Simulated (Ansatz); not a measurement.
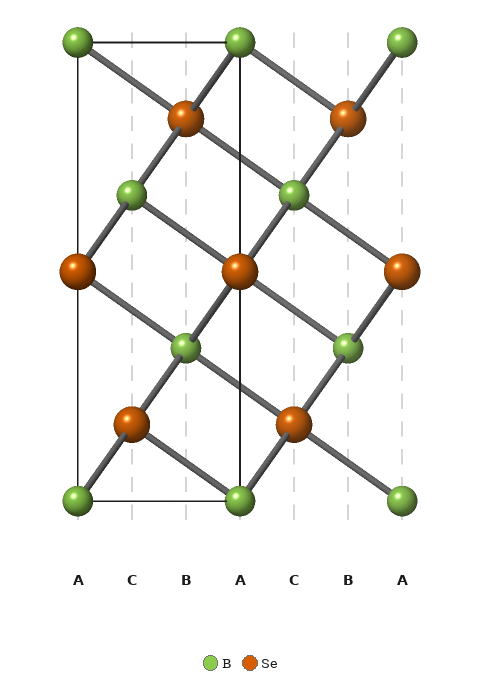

The picture looks along a close-packed row of the hexagonal mesh; [111] points upwards. The dashed lines mark the three columns A (0, 0), B (1/3, 2/3) and C (2/3, 1/3). The box is the hexagonal cell of the face-centred cubic lattice. The sequence starts with the first layer at or above the cell's origin.

BSe (space group Fm-3m, No. 225): the end point of a relaxation with DFT PBE, scalar-relativistic, plane waves, PAW in Ansatz 0.2.0; the starting structure was generated, so it need not be a known form of this composition.

Q: Give the sequence of layers in one repeat, with element and column.

A: B(A) – Se(C) – B(B) – Se(A) – B(C) – Se(B) (six layers in 8.15 Å).

Q: How are the Se layers alone stacked?

A: Se layers alone: CAB, the cubic close-packed type.

Q: Which positions between or in the Se layers do the other atoms fill?

A: B: three octahedral sites, counted in one hexagonal cell.
